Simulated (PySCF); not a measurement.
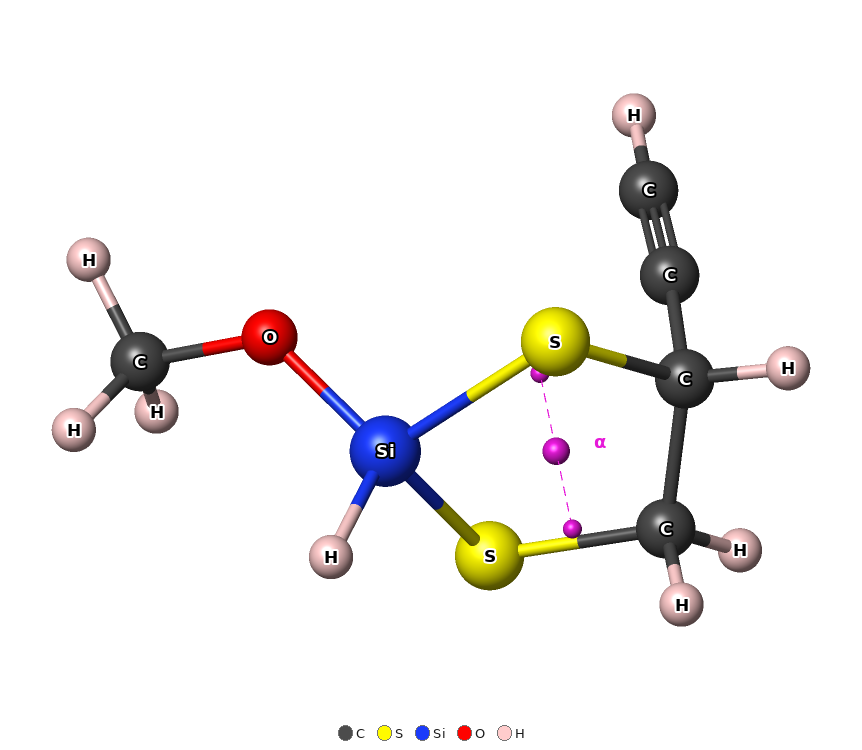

The small points mark where nucleus-independent chemical shifts (NICS) were computed: at the centre of each lettered ring and 1 Å above and below it. The geometry was computed by an optimisation with GFN2-xTB. No frequency run is at hand to confirm it as a minimum. Method: GIAO PBE0/pcSseg-1 NMR shielding, non-relativistic, gas phase (PySCF 2.14.0).

Give NICS(0), NICS(1) and the out-of-plane component NICS(1)zz for each ring (means of the two sides).

| ring | members | NICS(0) | NICS(1) | NICS(1)zz |
| --- | --- | --- | --- | --- |
| α | C2S2Si | −9.1 | −4.9 | −3.7 |

Values in ppm.

### What do the values say about the ring currents?

Ring α: weak, as in a non-aromatic ring. NICS is one index among several.

The geometry is semi-empirical. Around Si such bond lengths and angles can be off by a tenth of an ångström or more and by several degrees, and values that hang on the shape move with them.
